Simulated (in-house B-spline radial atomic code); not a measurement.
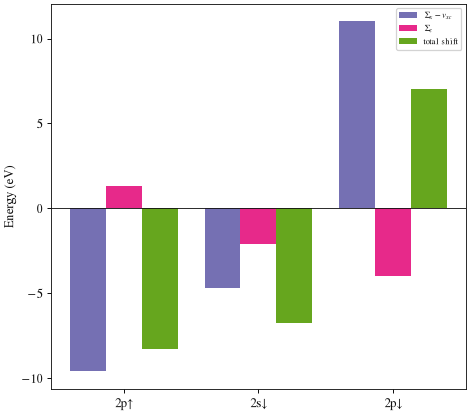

Parts of the G₀W₀ correction to each level for Ne³⁺ ([He] 2s² 2p³). All-electron spherical atom, non-relativistic, CAM-B3LYP start, no spin-orbit coupling, Breit or QED terms; computed with a B-spline radial code. The quasi-particle equation is solved at full frequency; levels of low quasi-particle weight Z are left out.

### How does G₀W₀ correct the levels?

G₀W₀ moves the highest occupied level, 2p↑, from −88.91 to −97.20 eV (renormalisation factor Z = 0.96); the semi-empirical removal energy is 97.19 eV, so the error is +0.01 eV. The empty level 2p↓ goes from −70.54 to −63.50 eV.

```json
{"Level": "2p↑", "Mean field (eV)": "−88.91", "Σx − vxc (eV)": "−9.61", "Σc (eV)": "1.32", "Z": "0.96", "G₀W₀ (eV)": "−97.20"}
{"Level": "2s↓", "Mean field (eV)": "−102.30", "Σx − vxc (eV)": "−4.67", "Σc (eV)": "−2.10", "Z": "0.96", "G₀W₀ (eV)": "−109.07"}
{"Level": "2p↓", "Mean field (eV)": "−70.54", "Σx − vxc (eV)": "11.03", "Σc (eV)": "−3.99", "Z": "0.96", "G₀W₀ (eV)": "−63.50"}
```
